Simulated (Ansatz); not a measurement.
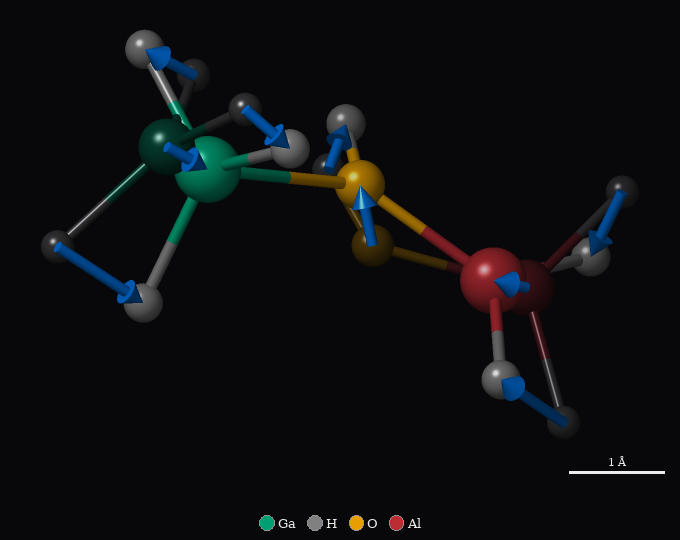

A relaxation of GaAlH$_{6}$O. The starting structure is drawn faded, the final one solid; blue arrows show the displacements, at their true length. The two geometries are superimposed by the best rigid fit.

A ball-and-stick model, seen at a tilt.

The run prepares an end point of a later path (reaction) calculation, from a guessed geometry.

Computed with RHF/def2-SVP (Ansatz). Settings: no spin polarisation; force threshold 0.03 eV/Å; at most 50 steps.

Atoms of which element are displaced furthest, and by how much?

Hydrogen: up to 1.22 Å, against 0.66 Å for oxygen.

Describe the change and its energy.

The largest move after the best rigid fit is that of an H atom, 1.22 Å. By element the largest moves are H 1.22 Å, O 0.66 Å, Ga 0.56 Å, Al 0.45 Å. Among the contacts that change: Al–Ga 4.527 → 3.541 Å, Ga–O 2.980 → 2.164 Å, Al–O 1.701 → 1.741 Å, H–O 0.969 → 0.947 Å. New bonds form, among them: Ga–O (2.98 → 2.16 Å). Bond angles that change, for instance: Al–O–H 130.2° → 122.5°, O–Al–H 119.6° → 115.5°, H–Al–H 124.1° → 128.0°. After 19 geometry steps the energy has fallen by 12.6 kcal/mol. The largest force component goes from 1.2 to 0.027 eV/Å. The forces were under the threshold at step 11, but the run went on from there.

Limits of the set-up: Hartree-Fock leaves out electron correlation.
